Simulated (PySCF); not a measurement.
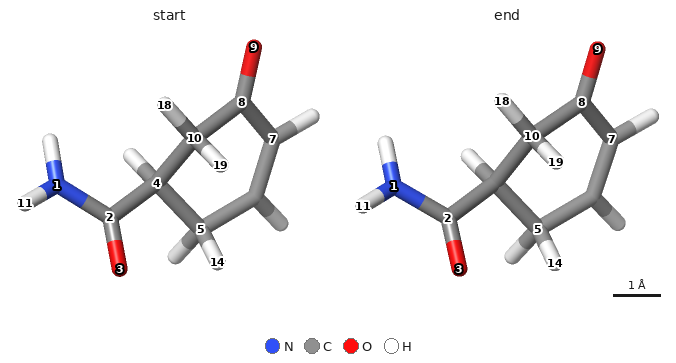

The structure of C7H9NO2 before (left) and after (right) a relaxation, at one scale.

The picture is a stick view, seen at a tilt.

The start comes from GFN2-xTB.

Theory: PBE0-D3(BJ)/def2-SVP geometry optimisation, gas phase (PySCF 2.14.0, density-fitted response routines). 

Q: Describe what moved and what it gained.

A: The atom that moves furthest after the best rigid fit is an O atom (0.14 Å). Largest moves by element: O 0.14 Å, H 0.10 Å, C 0.04 Å, N 0.04 Å. Near-neighbour distances that change, for instance: C–H 1.082 → 1.096 Å, C–H 1.094 → 1.106 Å, C–C 1.333 → 1.344 Å, C–C 1.466 → 1.475 Å. The energy falls by 0.044 eV in 4 geometry steps. The largest force component goes from 0.83 to 0.01 eV/Å. The run took roughly 2.3 core-minutes on a shared host.
